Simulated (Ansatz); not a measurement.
The starting structures come from a database of crystals and need not be the phases stable at ambient conditions.

Where the default PAW files enter, the runs use the earlier of Ansatz's two default sets.

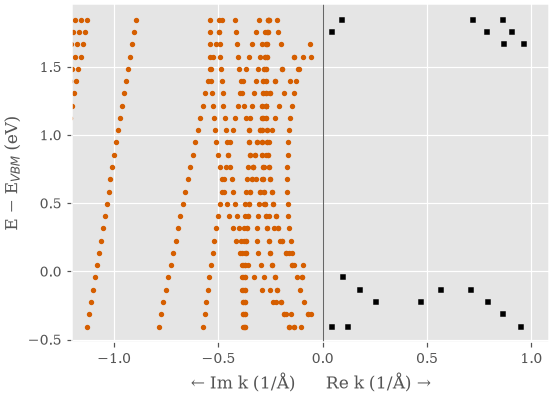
Figure. Complex bands at the centre of the two-dimensional zone; PBEsol run with Ansatz (an electronic-structure program)

No gap correction and no spin-orbit coupling; mid-gap is the computed energy nearest the middle.

Q: This is GeSe$_{2}$ (I-42d, not sure to be the ambient phase, 6 atoms a cell, 28.1 Å³ an atom) along the normal of (100). Read off the slowest decay at the centre of the two-dimensional zone at 0.77 eV, the computed energy nearest the middle of the gap.

A: κ ≈ 0.17 1/Å, a decay length 1/(2κ) of the density of 2.9 Å.
